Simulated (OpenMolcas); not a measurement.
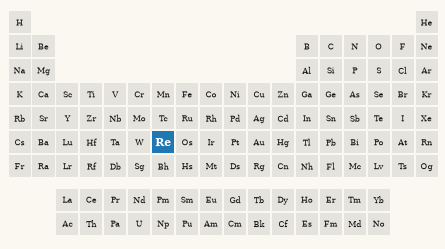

Figure 1. The place of rhenium in the periodic table.

## Run report: Re, multiconfigurational calculation

- system: Re.
- method: state-averaged CASSCF, active space 7 electrons in the shell 5d, basis ANO-RCC-VTZP, DKH2 scalar Hamiltonian, spin-orbit coupling by RASSI with atomic mean-field integrals (OpenMolcas)

The input:
```
&GATEWAY
Coord
1

Re 0.0 0.0 0.0
Basis=ANO-RCC-VTZP
Group=XYZ
NoMove
AngMom=0.0 0.0 0.0
AMFI
&SEWARD
&RASSCF
FileOrb=start.orb
Symmetry=1
Spin=4
nActEl=8 0 0
Inactive=15 19
Ras2=5 0
CIRoot=10 10 1
SDav=10
CIMx=300
Iter=65 100
PrWF=0.3
OrbListing=Nothing
MaxOrb=0
Atom
>>> COPY $Project.JobIph JOB001
```

The file start.orb holds starting orbitals from an earlier step.

Command:
```bash
OMP_NUM_THREADS=1 MOLCAS_MEM=2252 MOLCAS_PROJECT=a pymolcas a.inp > a.log  # once for each step of the input, in one work folder
```

Output (extracts):
```
--- SEWARD ---
Basis set label: RE.ANO-RCC...8S7P5D3F2G1H.

      Electronic valence basis set:
      ------------------
      Associated Effective Charge  75.000000 au
      Associated Actual Charge     75.000000 au
      Nuclear Model: Point charge

      Shell  nPrim  nBasis  Cartesian Spherical Contaminant
         s      24       8        X
         p      21       7        X
         d      15       5                 X
         f      11       3                 X
         g       4       2                 X
         h       2       1                 X
                  Relativistic Douglas-Kroll-Hess integrals:
                    - DKH order of Hamiltonian: 2
                    - DKH order of Properties : 0
                  Atomic mean-field integrals
--- RASSCF ---

 Nr of active orbitals     NAC=   5
 Spin degeneracy         ISPIN=   4
 There can be no such wave function.
 ************************************************
--- Stop Module: rasscf at  /rc=_RC_INPUT_ERROR_ ---
.####################.
.# User input error #.
.####################.
```

What the run reported:

| quantity | value |
| --- | --- |
| outcome | refused by the program |
| hardware | 1 CPU thread, shared host |

Diagnosis:

This input holds a deliberate fault: wrong electron count. The program refused the input; the driver noted: RASSCF spin 4: _RC_INPUT_ERROR_.
